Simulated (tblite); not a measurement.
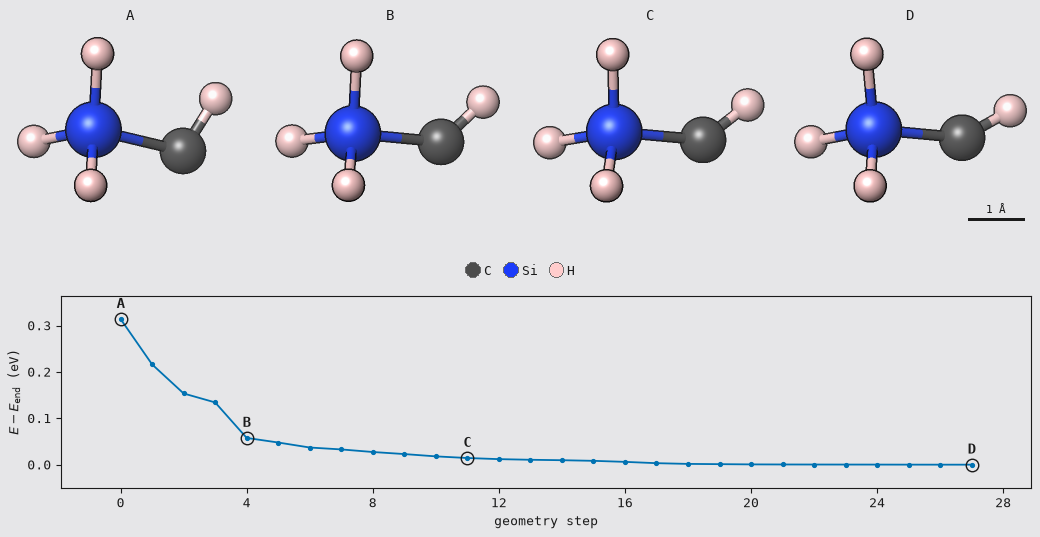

Frames of a relaxation of CH4Si (multiplicity 3), marked on the history of the run. The picture is a ball-and-stick view, seen at a tilt.

These are results of GFN2-xTB geometry optimisation, gas phase in tblite 0.8.0, not measurements. 

> What happens along the run?

Over 27 geometry steps the energy falls by 0.314 eV. An H atom moves most after the best rigid fit: 0.38 Å. By element the largest moves are H 0.38 Å, C 0.25 Å, Si 0.01 Å. Some distances before and after: C–Si 1.891 → 1.808 Å, C–H 1.117 → 1.070 Å, H–Si 1.449 → 1.473 Å, H–Si 1.484 → 1.467 Å. Among the angles between lasting bonds that change: Si–C–H 110.7° → 148.4°, C–Si–H 104.6° → 110.5°, H–Si–H 113.9° → 108.9°. From step 0 to 4: the C atom moves most (0.17 Å), energy −0.256 eV. From step 4 to 11: an H atom moves most (0.11 Å), energy −0.043 eV. From step 11 to 27: H atoms move most (0.12 Å), energy −0.014 eV.
